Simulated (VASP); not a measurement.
Band structure of WSe2. Calculation: r2SCAN meta-GGA, VASP's PBE PAW potentials (set 64) (plane waves; VASP 6.6.1).

The cell holds a wide vacuum, so values per volume refer to the whole cell. Unless said otherwise, spin-orbit coupling is left out, though it shifts the bands of the heavy elements here.

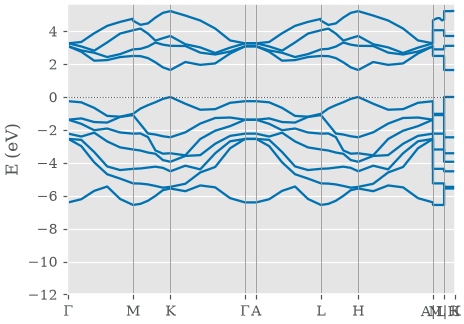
Bands along high-symmetry lines, zero at the valence-band maximum or, without a gap, the Fermi level

Q: Read the plot: is there a gap, and where are the band edges?

A: The gap is direct, 1.64 eV, from the valence maximum at K to the conduction minimum at K.

The cell is a sheet with vacuum, built from a database entry that may be metastable or hypothetical.
